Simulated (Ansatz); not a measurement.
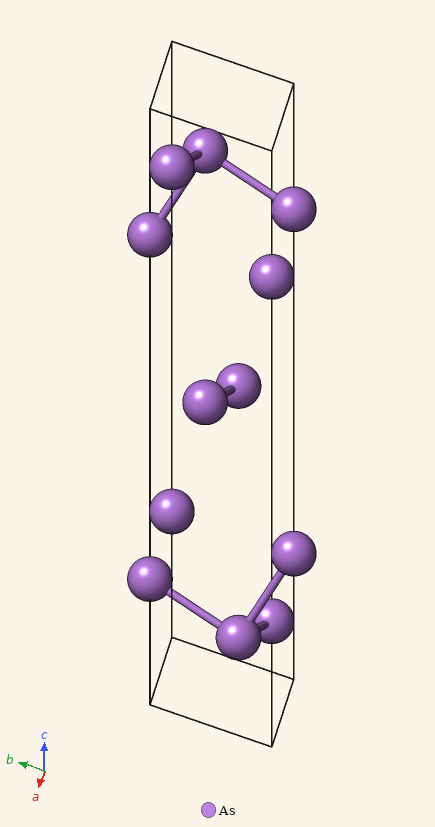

The image is a ball-and-stick drawing of a crystal, viewed from a general direction. One conventional unit cell is framed, with atoms on its boundary repeated.

Question: Determine the atoms per cell.

Answer: 6 (arsenic), counting shared atoms by their share.

Question: What kind of lattice is this?

Answer: Rhombohedral (trigonal R) lattice; the crystal system is trigonal.

Question: Which of the 230 space groups is it?

Answer: R-3m (No. 166), with As on 6c.

Question: Describe the coordination of As.

Answer: Three As in a trigonal pyramidal arrangement.

Question: How far does the bonding extend?

Answer: The bonds build As layers parallel to (001).

The cell started as a structure type known for this element. It was relaxed at fixed volume with Ansatz, DFT r2SCAN, scalar-relativistic, plane waves, PAW.
